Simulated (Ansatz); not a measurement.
**AsH₃ (singlet): the correlation ladder, cc-pVDZ**

How much of the correlation energy of AsH₃ (singlet) does each wave-function method recover here?

The runs use Ansatz 0.2.0, Gaussian basis; cc-pVDZ, core rule «outside noble gas», up to 14 orbitals frozen.

Plan: UHF; CCSD(T) on RHF; BCCD(T) on RHF; CISD; CCSDT(Q) on RHF; CCSDTQ on RHF; CASSCF and MRCISD+Q, 8 electrons in 7 orbitals; CASSCF and NEVPT2, 8 electrons in 7 orbitals.

14 further runs of the same task are left out: 6 that didn't finish, 8 set aside as unsound or not needed.

### 1 The geometry

The geometry is a PBE0/def2-TZVP stationary point (not a proven minimum). No spin-orbit coupling is included. The filled d shell of As may be among the frozen orbitals whatever the setting's name suggests; the logs give the count.

4 atoms, charge 0, spin multiplicity 1.

Atoms are counted from 1 here; the program's logs count them from 0.

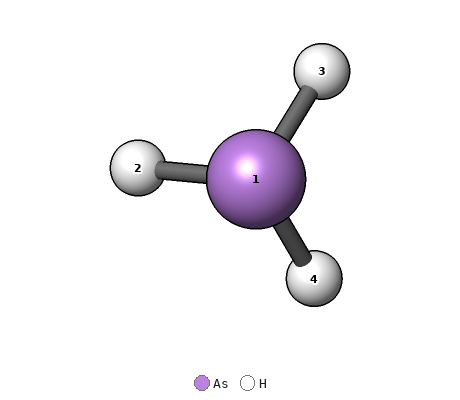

The geometry (arsenic purple, hydrogen white); atoms are numbered from 1 in the order of the file.

### 2 UHF

Contents of in.yaml:

```yaml
crystal:
  periodic: [false, false, false]
  atoms:
    - {symbol: As, position_ang: [0.000180, 0.000018, -0.032875]}
    - {symbol: H, position_ang: [1.259297, 0.013995, 0.821503]}
    - {symbol: H, position_ang: [-0.648855, 1.086822, 0.811601]}
    - {symbol: H, position_ang: [-0.623856, -1.102121, 0.810570]}
basis:
  gaussian: {orbitals: cc-pVDZ}
magnetization: {spin_polarized: true, initial_magnetization: 0}
hamiltonian: {xc: hf}
output: {orbitals: {seedname: orbitals}}
```

Started as:

```bash
> ansatz run in.yaml --threads 1 --pin off --events-out ev --progress --plain --max-ram 2393MiB
```

After this run come: CCSD(T) on RHF; BCCD(T) on RHF; CISD; CCSDT(Q) on RHF; CCSDTQ on RHF; CASSCF and MRCISD+Q, 8 electrons in 7 orbitals; CASSCF and NEVPT2, 8 electrons in 7 orbitals.

**Question.** What will the summary of the whole plan be? Wanted: RCCSDTQ below the RHF energy; RMP2 from RCCSDTQ; RCCSD from RCCSDTQ; RCCSD(T) from RCCSDTQ; RCCSDT(Q) from RCCSDTQ; NEVPT2 valence from RCCSDTQ; MRCISD+Q valence from RCCSDTQ; T1 diagnostic; effectively unpaired electrons.

The runs gave:

| quantity | value |
| --- | --- |
| RCCSDTQ below the RHF energy | -4.2481 eV |
| RMP2 from RCCSDTQ | +83.6 kJ/mol |
| RCCSD from RCCSDTQ | +10.5 kJ/mol |
| RCCSD(T) from RCCSDTQ | +1.9 kJ/mol |
| RCCSDT(Q) from RCCSDTQ | 0.0 kJ/mol |
| NEVPT2 valence from RCCSDTQ | +67.7 kJ/mol |
| MRCISD+Q valence from RCCSDTQ | -0.4 kJ/mol |
| levels within 1 kcal/mol (43 meV) | RCCSD(T), BCCD(T), RCCSDT, RCCSDT(Q), MRCISD+Q valence |
| T1 diagnostic | 0.011 |
| effectively unpaired electrons | 0.02 |

RCCSD(T) lands +1.9 kJ/mol from the yardstick (0.5 % of the correlation energy). One determinant dominates. Of the multireference levels listed MRCISD+Q valence comes nearest in total energy (-0.4 kJ/mol), which doesn't show that its space is the better one. These misses are within one basis, not against nature.
